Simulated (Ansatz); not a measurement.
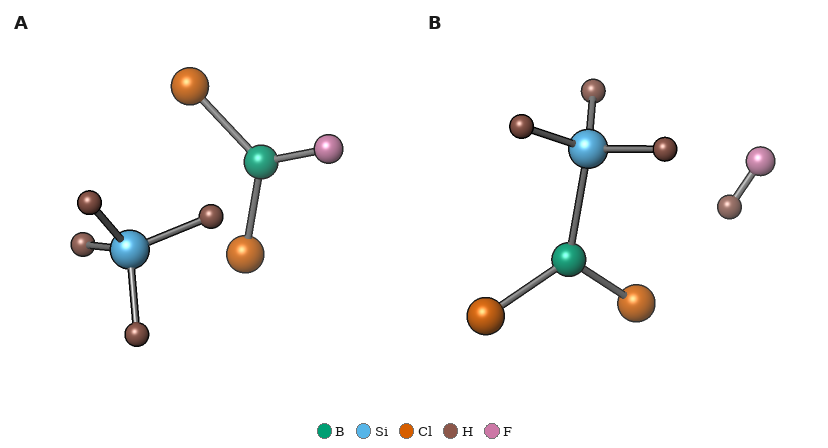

2 stationary structures of one formula. Geometries: PBE0-D4/def2-TZVP. Electronic energies: CCSD(T)/CBS (MP2 limit from def2-TZVPP and def2-QZVPP plus CCSD(T) − MP2) (Ansatz 0.2.0), without zero-point energy. Each is one conformer, not always the lowest.

Rank them by energy, lowest first.

Answer. A is lowest (a saddle point of order 1); B lies 32.9 kcal/mol above it (a minimum).

Give E(B) − E(A) in kcal/mol at these levels too: r2SCAN-D4/def2-TZVPP; PBE-D4/def2-TZVPP; B3LYP-D4/6-31G; direct RPA on PBE orbitals (frozen core)/def2-TZVPP; ωB97M-V/def2-SVP; CCSD(T)/CBS (MP2 limit from def2-TZVPP and def2-QZVPP plus CCSD(T) − MP2); ωB97X-V/def2-TZVPP; RHF-CCSD(T) (frozen core)/def2-TZVPP.

```csv
level,E(B) − E(A) (kcal/mol)
r2SCAN-D4/def2-TZVPP,+34.9
PBE-D4/def2-TZVPP,+30.8
B3LYP-D4/6-31G,+34.5
direct RPA on PBE orbitals (frozen core)/def2-TZVPP,+34.9
ωB97M-V/def2-SVP,+41.7
CCSD(T)/CBS (MP2 limit from def2-TZVPP and def2-QZVPP plus CCSD(T) − MP2),+32.9
ωB97X-V/def2-TZVPP,+35.0
RHF-CCSD(T) (frozen core)/def2-TZVPP,+34.5
```
